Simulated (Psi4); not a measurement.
**SiNH4S (SMILES N[SiH2][S]): UDSD-PBEP86/6-311+G(d,p) (density fitting for correlation)**

Aim: the vertical ionisation energy of SiNH4S at UDSD-PBEP86/6-311+G** (density fitting for correlation), from 2 runs. 

The results are computed with Psi4 1.11.

2 further runs of the same task are left out: 2 set aside as unsound or not needed.

### Step 1. The molecule

The species is SiNH4S (7 atoms), meant as a doublet with charge 0. As SMILES, `N[SiH2][S]`. The shape is that of a PBE0-D4/def2-TZVP optimisation. This is one conformer, not always the lowest.

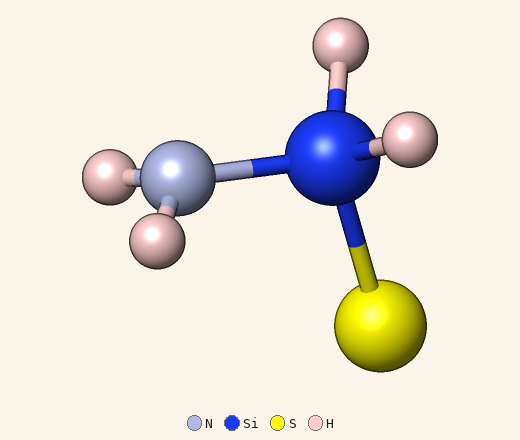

The structure, seen from a chosen angle (nitrogen light blue, silicon blue, sulfur yellow, hydrogen pink).

### Step 2. The energy at UDSD-PBEP86/6-311+G(d,p) (density fitting for correlation)

Contents of job.inp:

```
memory 1600 mb

molecule mol {
  0 2
  N     -0.745300     0.024700    -0.769600
  Si     0.651700    -0.008000     0.239500
  S     -0.104200    -0.184300     2.215000
  H     -1.342400     0.837600    -0.753400
  H     -1.289700    -0.817300    -0.880200
  H      1.406500     1.253500     0.044800
  H      1.484600    -1.174200    -0.141800
  units angstrom
  symmetry c1
  no_reorient
  no_com
}

set reference uks
set puream true
set e_convergence 1e-09
set d_convergence 1e-08
set scf_type pk
set dft_radial_points 99
set dft_spherical_points 590
set num_frozen_docc 11
set maxiter 200

energy_value, wavefunction = energy('dsd-pbep86/6-311+G**', return_wfn=True)
```

Run with:

```console
psi4 job.inp job.out -n 1
```

job.out:

```text
[...]
  Running in c1 symmetry.
[...]
  Nuclear repulsion =  143.544420489050538
[...]
  Multiplicity = 2
[...]
  Nalpha       = 21
  Nbeta        = 20
[...]
    Number of basis functions: 106
[...]
   @UKS iter   1:  -743.77072546944828   -4.94570e-01   6.05643e-03 ADIIS/DIIS
[...]
   @UKS iter  18:  -743.94012392252216    3.98700e-10   5.41135e-09 DIIS
[...]
   @S^2 Observed:                7.557584960E-01
[...]
    Orbital Energies [Eh]
    ---------------------
    Alpha Occupied:
       1A    -90.881645     2A    -67.875939     3A    -15.102474
       4A     -8.618139     5A     -6.406443     6A     -6.390238
       7A     -6.386957     8A     -5.864329     9A     -4.056118
      10A     -4.055348    11A     -4.055277    12A     -1.048089
      13A     -0.890713    14A     -0.659122    15A     -0.610890
      16A     -0.510762    17A     -0.472542    18A     -0.454335
      19A     -0.401060    20A     -0.377574    21A     -0.335802
    Alpha Virtual:
      22A      0.035118    23A      0.050876    24A      0.052976
      25A      0.061127    26A      0.089672    27A      0.102172
[...]
  @UKS Final Energy:  -743.94012392252216
   => Energetics <=
    Nuclear Repulsion Energy =            143.5444204890505375
    One-Electron Energy =               -1313.5552845896816052
    Two-Electron Energy =                 441.6984367597331129
    DFT Exchange-Correlation Energy =     -15.6276965816241891
    Empirical Dispersion Energy =           0.0000000000000000
    VV10 Nonlocal Energy =                  0.0000000000000000
    Total Energy =                       -743.9401239225221616
[...]
 Multipole Moments:
 ------------------------------------------------------------------------------------
     Multipole            Electronic (a.u.)      Nuclear  (a.u.)        Total (a.u.)
 ------------------------------------------------------------------------------------
 L = 1.  Multiply by 2.5417464519 to convert [e a0] to [Debye]
 Dipole X            :         -4.8657011            4.7214807           -0.1442203
 Dipole Y            :          5.2944851           -5.2691234            0.0253618
 Dipole Z            :        -60.2434906           59.8574530           -0.3860376
 Magnitude           :                                                    0.4128774
[...]
```

It took 38 s on 1 thread of Intel Xeon Platinum 8375C at 2.90GHz (Ice Lake), shared host; peak memory 0.63 GiB.

### Step 3. The singlet cation, same level

Contents of calc.py:

```python
import psi4

psi4.set_memory('1600 MB')
psi4.set_num_threads(1)
psi4.set_output_file('run.log', False)

molecule = psi4.geometry("""
1 1
N     -1.40841288     0.04667624    -1.45433323
Si     1.23153452    -0.01511781     0.45258941
S     -0.19690946    -0.34827652     4.18574337
H     -2.53676835     1.58283460    -1.42371966
H     -2.43717978    -1.54447316    -1.66333693
H      2.65789979     2.36877170     0.08465973
H      2.80548740    -2.21891642    -0.26796316
units au
symmetry c1
no_reorient
no_com
""")

psi4.set_options({
    'basis': '6-311+G**',
    'reference': 'rks',
    'puream': True,
    'e_convergence': 1e-09,
    'd_convergence': 1e-08,
    'scf_type': 'pk',
    'dft_radial_points': 99,
    'dft_spherical_points': 590,
    'num_frozen_docc': 11,
})

energy_value, wavefunction = psi4.energy("dsd-pbep86", return_wfn=True)
print('E =', round(energy_value, 9))
for k, v in sorted(psi4.core.scalar_variables().items()):
    print(f'{k:45s} {v:18.10f}')
```

Run with:

```console
python calc.py
```

run.log:

```text
[...]
  Running in c1 symmetry.
[...]
  Nuclear repulsion =  143.544420451092378
[...]
  Multiplicity = 1
[...]
  Nalpha       = 20
  Nbeta        = 20
[...]
    Number of basis functions: 106
[...]
   @RKS iter   1:  -743.36246598141508   -8.63047e-02   5.96814e-03 ADIIS/DIIS
[...]
   @RKS iter  15:  -743.53214831311254    6.93490e-10   6.58442e-09 DIIS
[...]
    Orbital Energies [Eh]
    ---------------------
    Doubly Occupied:
       1A    -91.230630     2A    -68.093650     3A    -15.285388
       4A     -8.962315     5A     -6.742047     6A     -6.732829
       7A     -6.729491     8A     -6.083880     9A     -4.276461
      10A     -4.274356    11A     -4.273557    12A     -1.231333
      13A     -1.147546    14A     -0.870491    15A     -0.788445
      16A     -0.716535    17A     -0.701761    18A     -0.663750
      19A     -0.637680    20A     -0.545111
[...]
  @RKS Final Energy:  -743.53214831311254
   => Energetics <=
    Nuclear Repulsion Energy =            143.5444204510923782
    One-Electron Energy =               -1303.1478426140597549
    Two-Electron Energy =                 431.6008188114183781
    DFT Exchange-Correlation Energy =     -15.5295449615635412
    Empirical Dispersion Energy =           0.0000000000000000
    VV10 Nonlocal Energy =                  0.0000000000000000
    Total Energy =                       -743.5321483131126570
[...]
 Multipole Moments:
 ------------------------------------------------------------------------------------
     Multipole            Electronic (a.u.)      Nuclear  (a.u.)        Total (a.u.)
 ------------------------------------------------------------------------------------
 L = 1.  Multiply by 2.5417464519 to convert [e a0] to [Debye]
 Dipole X            :         -4.5241093            4.7214808            0.1973715
 Dipole Y            :          5.0771677           -5.2691233           -0.1919556
 Dipole Z            :        -57.5358858           59.8574530            2.3215672
 Magnitude           :                                                    2.3378359
[...]
```

Standard output:

```text
E = -743.741153444
CURRENT ENERGY                                   -743.7411534439
CURRENT REFERENCE ENERGY                         -743.5321483131
DD SOLVATION ENERGY                                 0.0000000000
DFT FUNCTIONAL TOTAL ENERGY                      -743.5321483131
DFT TOTAL ENERGY                                 -743.7411534439
DFT VV10 ENERGY                                     0.0000000000
DFT XC ENERGY                                     -15.5295449616
DOUBLE-HYBRID CORRECTION ENERGY                    -0.2090051308
DSD-PBEP86 DOUBLE-HYBRID CORRECTION ENERGY         -0.2090051308
DSD-PBEP86 TOTAL ENERGY                          -743.7411534439
GRID ELECTRONS ALPHA                               20.0000000371
GRID ELECTRONS BETA                                20.0000000371
GRID ELECTRONS TOTAL                               40.0000000741
NUCLEAR REPULSION ENERGY                          143.5444204511
ONE-ELECTRON ENERGY                             -1303.1478426141
PCM POLARIZATION ENERGY                             0.0000000000
PE ENERGY                                           0.0000000000
SCF ITERATION ENERGY                             -743.5321483131
SCF ITERATIONS                                     15.0000000000
SCF TOTAL ENERGY                                 -743.5321483131
TWO-ELECTRON ENERGY                               431.6008188114
XC GRID RADIAL POINTS                              99.0000000000
XC GRID SPHERICAL POINTS                          590.0000000000
XC GRID TOTAL POINTS                           392513.0000000000
```

It took 23 s on 1 thread of Intel Xeon Platinum 8375C at 2.90GHz (Ice Lake), shared host; peak memory 0.62 GiB.

### Step 4. Outcome

At UDSD-PBEP86/6-311+G** (density fitting for correlation), 11 core orbitals frozen:

```
                                                                quantity          value
                                            doublet SiNH4S: total energy  -744.14789 Eh
doublet SiNH4S: HOMO energy (SCF part's orbitals) (highest over α and β)       -8.76 eV
 doublet SiNH4S: LUMO energy (SCF part's orbitals) (lowest over α and β)       -1.97 eV
                                                    doublet SiNH4S: ⟨S²⟩          0.756
                                            singlet cation: total energy  -743.74115 Eh
                       singlet cation: HOMO energy (SCF part's orbitals)      -14.83 eV
                       singlet cation: LUMO energy (SCF part's orbitals)      -11.12 eV
                     singlet cation: HOMO–LUMO gap (SCF part's orbitals)        3.72 eV
                      vertical ionisation energy (to the singlet cation)      11.068 eV
```

The vertical ionisation energy comes to 11.07 eV (255 kcal/mol). Only the singlet of the ionised species was computed; a triplet could lie lower.
